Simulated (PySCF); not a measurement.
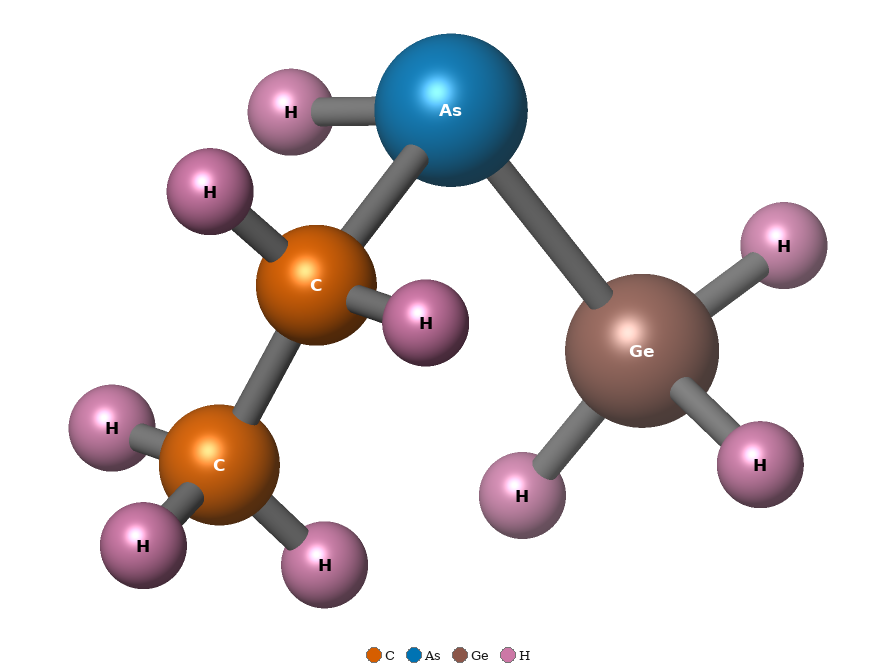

The computed structure is the end point of a PBE0-D3(BJ)/def2-SVP optimisation. No frequency run is at hand to confirm it as a minimum. Program: PySCF 2.14.0.

At this fixed geometry, give dipole (D) at these levels: B3LYP/pcSseg-1; B97-D/pcSseg-1; BLYP/pcSseg-1; BP86/pcSseg-1; HF/pcSseg-1; KT2/pcSseg-1; KT3/pcSseg-1; LDA/pcSseg-1; OPBE/pcSseg-1; PBE/pcSseg-1; PBE0/pcSseg-1; mPW1PW91/pcSseg-1.

```
            level  dipole (D)
   B3LYP/pcSseg-1        1.15
   B97-D/pcSseg-1        1.20
    BLYP/pcSseg-1        1.13
    BP86/pcSseg-1        1.24
      HF/pcSseg-1        1.27
     KT2/pcSseg-1        1.19
     KT3/pcSseg-1        1.12
     LDA/pcSseg-1        1.24
    OPBE/pcSseg-1        1.25
     PBE/pcSseg-1        1.21
    PBE0/pcSseg-1        1.24
mPW1PW91/pcSseg-1        1.23
```
